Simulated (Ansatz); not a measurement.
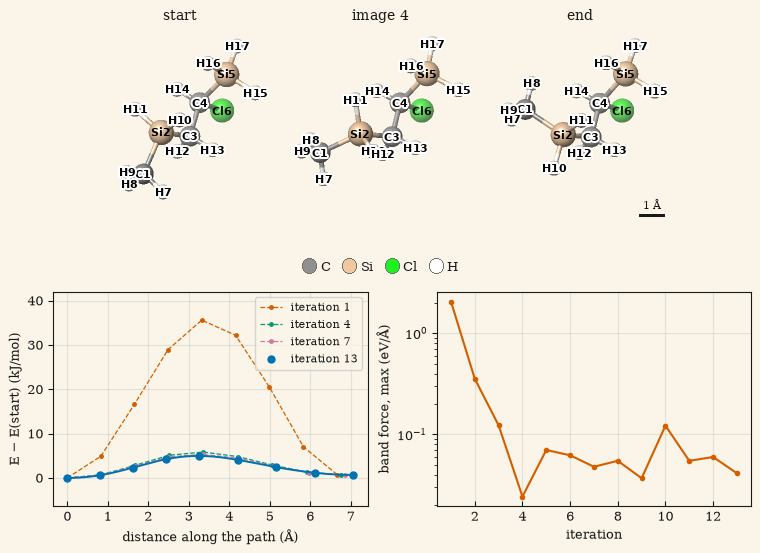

A search for the minimum-energy path of C₃H₁₁ClSi₂ by the nudged elastic band. Images are numbered from 0 (start) to 8 (end). The plot follows the band through its iterations. Style: ball-and-stick. Shown from a free direction.

All numbers below come from Ansatz 0.2.0, RKS PBE0/STO-3G. Run with 7 movable images; climbing image; force threshold 0.05 eV/Å; iteration limit 36; starting path by image-dependent pair potential.

**Judge this run.**

The result is final at these settings. The band converged in 13 iterations. The largest component of the band force went from 2.1 to 0.041 eV/Å. The climbing image converged on the top of the path. Its vibrational analysis gives one imaginary mode (48i cm⁻¹), as a transition state must have. The first iteration put the highest image at 35.59 kJ/mol. The energy climbs by 4.97 kJ/mol to image 4 and then falls by 4.28 kJ/mol, so the end point sits at +0.69 kJ/mol.

Limits of the set-up: STO-3G is a minimal basis, so the numbers are rough.
